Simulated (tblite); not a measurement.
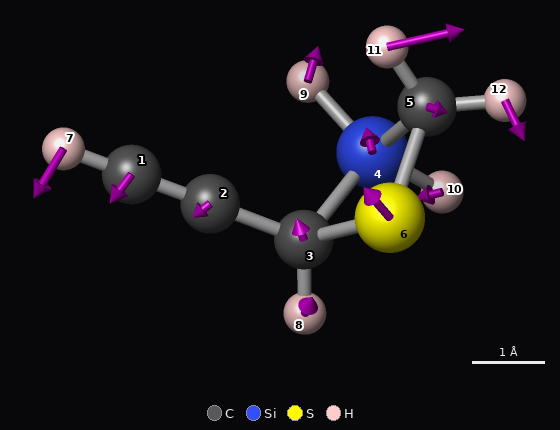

A relaxation of C4H6SSi. The starting structure is drawn; purple arrows show the displacements, magnified 3 times. The two geometries are superimposed by the best rigid fit.

Style: ball-and-stick. Shown from a free direction.

Theory: GFN2-xTB geometry optimisation, gas phase (tblite). 

What did the optimiser do to the structure, and how much energy did it gain?

Answer. The energy falls by 28.0 kJ/mol in 74 geometry steps. The atom that moves furthest after the best rigid fit is H11 (0.37 Å). By element the largest moves are H 0.37 Å, S 0.24 Å, C 0.17 Å, Si 0.14 Å. Among the contacts that change: C3–Si4 1.845 → 1.930 Å, Si4–C5 1.857 → 1.910 Å, C3–S6 1.843 → 1.866 Å, C5–S6 1.819 → 1.840 Å. Among the angles between lasting bonds that change: H11–C5–H12 117.3° → 108.9°, Si4–C5–S6 87.3° → 93.4°, C3–Si4–H10 116.6° → 111.3°.
